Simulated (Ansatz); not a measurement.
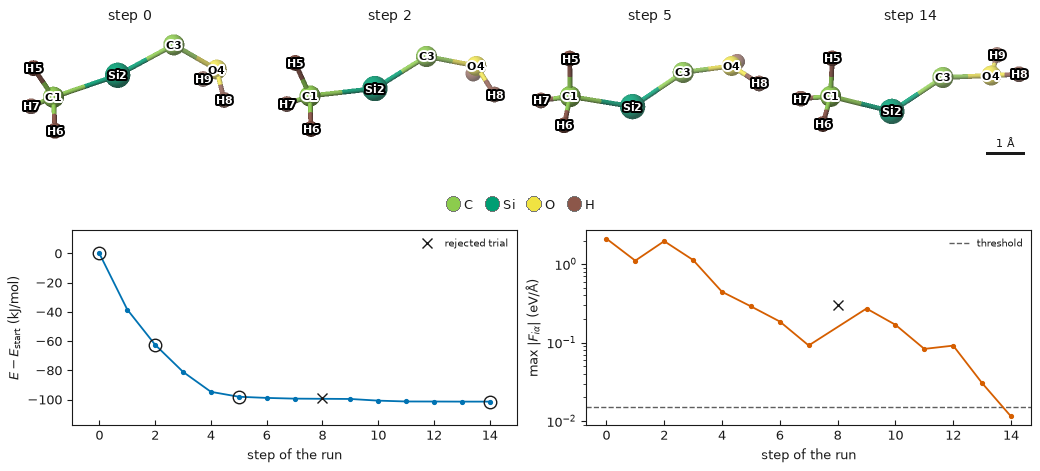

Frames of a relaxation of C2H5OSi (charge +1), marked on the history of the run. The picture is a ball-and-stick view, seen at a tilt.

The run prepares an end point of a later path (inversion) calculation, from a guessed geometry.

Computed with RKS PBE0/def2-SVP in Ansatz 0.2.0. Settings: no spin polarisation; force threshold 0.015 eV/Å; at most 40 steps.

Q: Describe the path.

A: Si2 moves most after the best rigid fit: 1.02 Å. By element the largest moves are Si 1.02 Å, C 0.95 Å, H 0.80 Å, O 0.22 Å. Among the contacts that change: C3–O4 1.509 → 1.387 Å, Si2–C3 1.727 → 1.648 Å, C1–Si2 1.867 → 1.859 Å, C1–H5 1.093 → 1.099 Å. Bond angles that change, for instance: C1–Si2–C3 169.4° → 131.7°, Si2–C3–O4 122.2° → 147.0°, C3–O4–H8 105.2° → 117.6°. After 13 accepted moves (14 points after the start) the energy has fallen by 101.4 kJ/mol. The largest force component goes from 2.1 to 0.011 eV/Å. The line search rejected the trial step at point 8 of the run. From step 0 to 2: Si and C atoms move most (0.38 Å), energy −62.5 kJ/mol. From step 2 to 5: Si2 moves most (0.51 Å), energy −35.6 kJ/mol. From step 5 to 14: O4 moves most (0.28 Å), energy −3.34 kJ/mol.

```tsv
step	E − E(0), kJ/mol	largest force component, eV/Å	note
0	0.00	2.1123	
1	-38.35	1.1069	
2	-62.47	1.9620	
3	-80.99	1.1287	
4	-94.67	0.4443	
5	-98.03	0.2897	
6	-98.83	0.1856	
7	-99.32	0.0920	
8	-98.72	0.3023	rejected
9	-99.55	0.2717	
10	-100.70	0.1688	
11	-101.27	0.0831	
12	-101.30	0.0915	
13	-101.36	0.0305	
14	-101.37	0.0115
```
